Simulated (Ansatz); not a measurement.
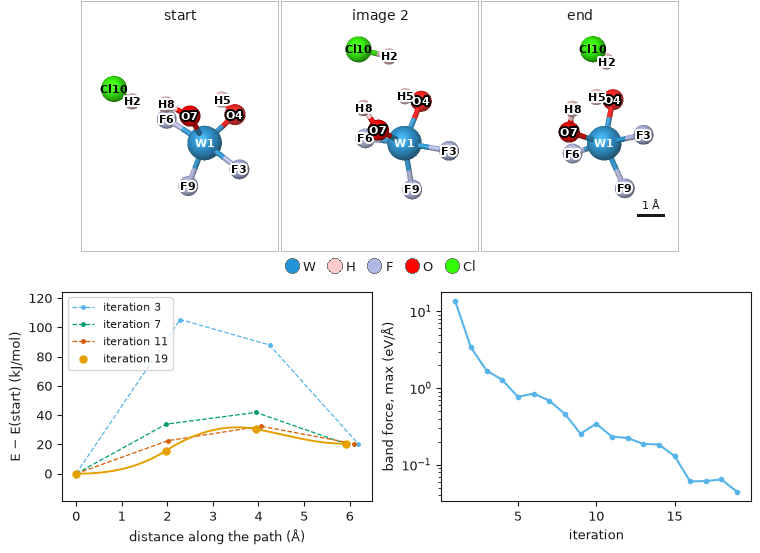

A search for the minimum-energy path of WH$_{3}$O$_{2}$ClF$_{3}$ (multiplicity 2) by the nudged elastic band. Images are numbered from 0 (start) to 3 (end). The plot follows the band through its iterations. The picture is a ball-and-stick view, seen from a free direction.

These are results of UKS PBE/def2-SVP in Ansatz, not measurements. Settings: 2 movable images; no climbing image; force threshold 0.05 eV/Å; iteration limit 60; starting path through a guess of the saddle point.

Did the band converge, and can the barrier be trusted?

Answer. The run is converged, with reservations. The band converged in 19 iterations. The largest component of the band force went from 14 to 0.044 eV/Å. No image climbed, so the highest image needn't lie on the saddle point, and the true maximum along this path can be higher. So few images resolve the path coarsely. The first iteration put the highest image at 569.5 kJ/mol. Forward barrier 30.5 kJ/mol, backward barrier 10.0 kJ/mol, with image 2 at the top; the reaction energy is +20.6 kJ/mol.
